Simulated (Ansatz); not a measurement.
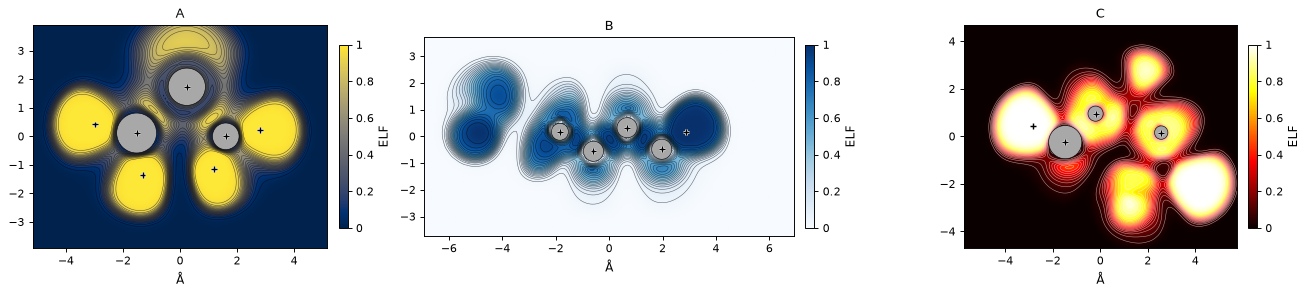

The ELF of 3 systems, each on a plane through atoms (crosses mark nuclei in the plane; grey discs cover the cores).

All numbers below come from isolated molecule in a Gaussian basis; Kohn-Sham density functional theory, functional PBE0 (Ansatz 0.2.0).

System 1: H$_{10}$N$_{2}$OSi$_{3}$ (SMILES N[SiH2]O[SiH2]N[SiH3]), the plane of atoms N2, Si6 and H15. Geometry: PBE-D3(BJ)/def2-SVP.

```yaml
atoms:
  - { symbol: N, position_ang: [-1.0806, -1.4275, 1.0707] }
  - { symbol: N, position_ang: [0.7975, 1.6165, 2.2200] }
  - { symbol: O, position_ang: [-1.8926, 0.7630, 2.7678] }
  - { symbol: Si, position_ang: [-1.9939, -0.8900, 2.4411] }
  - { symbol: Si, position_ang: [-0.9126, 1.9895, 2.1818] }
  - { symbol: Si, position_ang: [1.7537, 0.8225, 0.9855] }
  - { symbol: H, position_ang: [-1.3577, -1.2223, 0.1093] }
  - { symbol: H, position_ang: [-0.0851, -1.6487, 1.1379] }
  - { symbol: H, position_ang: [-3.4431, -1.1767, 2.1883] }
  - { symbol: H, position_ang: [-1.4643, -1.6322, 3.6319] }
  - { symbol: H, position_ang: [-1.1577, 3.1731, 3.0666] }
  - { symbol: H, position_ang: [-1.2489, 2.2741, 0.7461] }
  - { symbol: H, position_ang: [1.2553, 1.7386, 3.1300] }
  - { symbol: H, position_ang: [1.0203, 0.9593, -0.3176] }
  - { symbol: H, position_ang: [3.1137, 1.4602, 0.8819] }
  - { symbol: H, position_ang: [1.9877, -0.6504, 1.2426] }
```

System 2: BH$_{4}$SbSi, the molecular plane. Geometry: PBE0-D3(BJ)/def2-SVP; core potentials replace the inner electrons of Sb.

```yaml
atoms:
  - { symbol: B, position_ang: [-1.5810, -1.4165, 0.6613] }
  - { symbol: Sb, position_ang: [-0.2707, 0.2247, -0.0276] }
  - { symbol: Si, position_ang: [0.6666, -1.4000, -1.5121] }
  - { symbol: H, position_ang: [-1.5118, -2.5325, 0.2040] }
  - { symbol: H, position_ang: [-2.3918, -1.1795, 1.5257] }
  - { symbol: H, position_ang: [0.2326, -2.8268, -1.5964] }
  - { symbol: H, position_ang: [1.7675, -1.1546, -2.4969] }
```

System 3: C$_{3}$H$_{11}$FN$_{2}$Si, the plane of atoms C2, C3 and N5. Geometry: PBE-D3(BJ)/def2-SVP.

```
atom    x (Å)    y (Å)    z (Å)
   C   0.5165  -0.0574   2.9938
   C  -0.1422  -0.2378   1.6263
   C   0.8703  -0.2887   0.4728
   F   1.0103   1.9348  -1.6806
   N   0.2835  -0.4750  -0.8465
   N  -0.2161   0.0864  -3.5058
  Si  -0.1502   0.7901  -1.9388
   H  -0.2319  -0.0244   3.8104
   H   1.1006   0.8857   3.0374
   H   1.2182  -0.8884   3.2178
   H  -0.7469  -1.1725   1.6149
   H  -0.8600   0.5888   1.4303
   H   1.6114  -1.0974   0.6756
   H   1.4547   0.6556   0.4523
   H  -0.1881  -1.3743  -0.9731
   H  -1.4401   1.5377  -1.7700
   H  -0.7162   0.5535  -4.2646
   H   0.5617  -0.4785  -3.8541
```

Match each panel to its system.

Panel A is system 2, BH$_{4}$SbSi: the plane holds B, Sb, Si and H. B–Sb (2.21 Å): the ELF peaks at about 0.95 in the valence shell of B, 0.8 Å from its nucleus, and drops to about 0.20 between the two atoms. Panel B is system 3, C$_{3}$H$_{11}$FN$_{2}$Si: the plane holds C, N and H. C–N (1.46 Å): the ELF peaks at about 0.95 between the atoms; a covalent bond. Panel C is system 1, H$_{10}$N$_{2}$OSi$_{3}$: the plane holds N, O, Si and H. Si–N (1.75 Å): the ELF peaks at about 0.90 between the atoms, as expected for a polar covalent bond.
